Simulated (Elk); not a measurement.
Band structure of TcN (F-43m, 2 atoms in the cell).

```yaml
crystal:
  lattice:
    - [0.00000, 2.29540, 2.29540]
    - [2.29540, 0.00000, 2.29540]
    - [2.29540, 2.29540, 0.00000]
  atoms:
    - { symbol: Tc, position: [0.00000, 0.00000, 0.00000] }
    - { symbol: N, position: [0.75000, 0.75000, 0.75000] }
```

Method of the run: PBEsol, all-electron FP-LAPW, Elk's shipped species files, APW+lo basis with extra local orbitals (Elk).

Settings: xctype = 22; rgkmax = 8; stype = 0; swidth = 0.00999582 Ha; ngridk = 8 8 8; gmaxvr = 16 1/bohr; nxlo = 2; lorbcnd = true; rmtscf = 0.8; lmaxi = 3.

The starting cell comes from a database of computed structures (which also holds hypothetical and non-ambient phases and stackings), without a prior relaxation at this level. Spin polarisation is off. Values depend on the basis (sphere radii, cutoffs, local orbitals), which need not be converged.

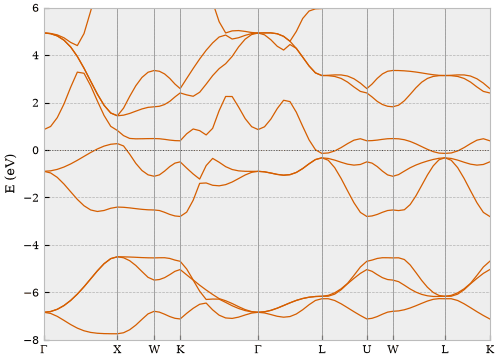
Bands along the path, energies from the Fermi level.

Levels in eV from the Fermi level, bands 7 to 14:
```json
[
 {"point": "Γ", "7": "-6.84", "8": "-6.84", "9": "-0.90", "10": "-0.90", "11": "0.86", "12": "4.93", "13": "4.93", "14": "4.93"},
 {"point": "X", "7": "-4.50", "8": "-4.50", "9": "-2.41", "10": "0.27", "11": "0.82", "12": "1.44", "13": "1.44", "14": "9.43"},
 {"point": "W", "7": "-5.48", "8": "-4.55", "9": "-2.53", "10": "-1.11", "11": "0.48", "12": "1.82", "13": "3.35", "14": "10.40"},
 {"point": "K", "7": "-5.04", "8": "-4.69", "9": "-2.80", "10": "-0.50", "11": "0.39", "12": "2.40", "13": "2.59", "14": "9.74"},
 {"point": "L", "7": "-6.16", "8": "-6.16", "9": "-0.33", "10": "-0.33", "11": "-0.14", "12": "3.14", "13": "3.14", "14": "5.96"},
 {"point": "U", "7": "-5.04", "8": "-4.69", "9": "-2.80", "10": "-0.50", "11": "0.39", "12": "2.40", "13": "2.59", "14": "9.74"}
]
```

Bands cross the Fermi level along this path, so the cell is metallic at this level.
